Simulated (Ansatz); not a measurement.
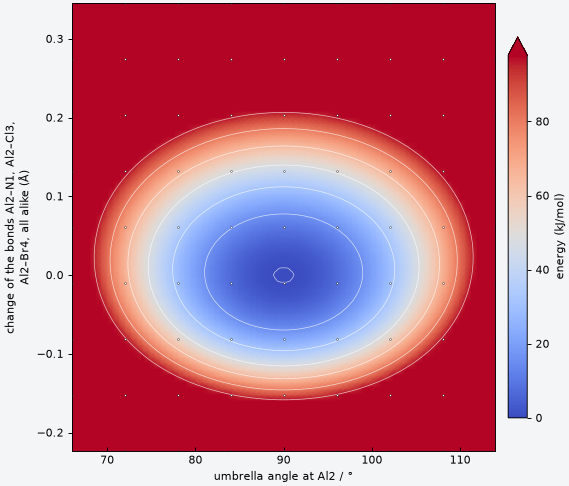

AlBrClH2N, SMILES [NH2][Al]([Cl])[Br]. 
- Coordinates scanned: (1) umbrella angle at Al2 (between each of its bonds and their common axis; 90 is planar); (2) change of the bonds Al2–N1, Al2–Cl3, Al2–Br4, all alike.
- Nothing is relaxed (all other coordinates rigid).
- The scan uses a 9 × 9 grid; 45 points were computed and 36 follow by symmetry.
- Points are written as (first, second).
- Energies are in kJ/mol, from the lowest grid point.
- All numbers below come from RKS r2SCAN-D4/def2-SVP in Ansatz 0.2.0.

The picture shows a smooth colour map with a few white contour lines, dots at the grid points, one colour for all values above the top of the scale. Between grid points the surface is interpolated.

> Estimate the position of the minimum and the force constants in these coordinates.

The interpolated minimum is at the first coordinate ≈ 90.0°, the second coordinate ≈ 0.000 Å. The curvatures there are about 14 eV/rad² and 63 eV/Å², with a cross term of about 0 eV/(rad·Å). Round the minimum the two coordinates are nearly uncoupled. (1 eV is 96.5 kJ/mol.)
